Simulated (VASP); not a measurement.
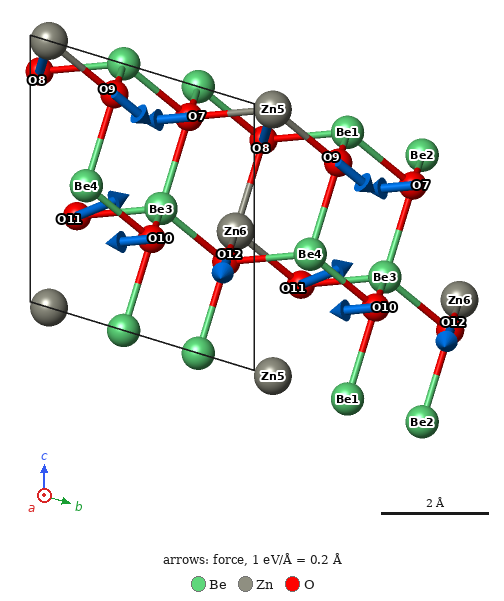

Starting geometry of crystalline Be₂ZnO₃ (a generated structure, set up in Cc) with the computed forces as blue arrows. A ball-and-stick model of the cell of the calculation, repeated 1 × 2 × 1 with one cell outlined, seen along the a axis.

The run lets cell and atoms move.

These are results of Kohn-Sham DFT of a periodic cell, PBE, VASP PAW PBE potentials, recommended in VASP 6.6.1, not measurements.

The input:
```
PREC = Normal
ENCUT = 520
EDIFF = 1E-4
ISMEAR = 0
SIGMA = 0.15
LREAL = Auto
LASPH = True
NELM = 60
ALGO = Fast
ISIF = 3
LWAVE = False
LCHARG = False
GGA = PE
IBRION = 2
NSW = 24
EDIFFG = -0.08
```

Run as
```bash
cat potpaw_PBE.64/Be/POTCAR potpaw_PBE.64/Zn/POTCAR potpaw_PBE.64/O/POTCAR > POTCAR
mpirun -np 1 vasp_std > vasp.out
```

**Is this structure relaxed? If not, where do the atoms go?**

It isn't relaxed: the largest force vector, on O atoms, is 5.88 eV/Å. The atoms end up moving mostly along the starting forces (cosine between the two patterns 0.97). The largest moves relative to the cell, 0.29 Å, are those of O8 and O11. O11 goes along [0 3 2]. Largest moves by element: O 0.29 Å, Be 0.07 Å, Zn 0.05 Å. The volume changes by −4.2 %, with a = b 5.076 → 5.035 Å (−0.8 %), c 5.080 → 4.930 Å (−3.0 %), α 99.6° → 98.7°, β 99.6° → 98.7°, γ 120.0° → 120.5°. Near-neighbour distances that change, for instance: Zn5–O8 1.794 → 1.988 Å, Zn5–O11 1.796 → 1.966 Å, Be1–O8 1.796 → 1.636 Å, Be2–O7 1.795 → 1.675 Å. Among the angles between lasting bonds that change: Zn5–O8–Zn6 109.5° → 94.6°, Be1–O8–Be2 109.5° → 124.1°, Be1–O9–Be2 109.5° → 120.2°. The space group stays Cc (No. 9). Over 13 geometry steps the energy falls by 305 meV per atom. Largest force component: 4.7 eV/Å at the start, 0.05 eV/Å at the end. Pressure: 7.22 GPa at the start and −0.18 GPa at the end. It ran on 1 thread of Intel(R) Xeon(R) 6975P-C (Granite Rapids) (shared host).
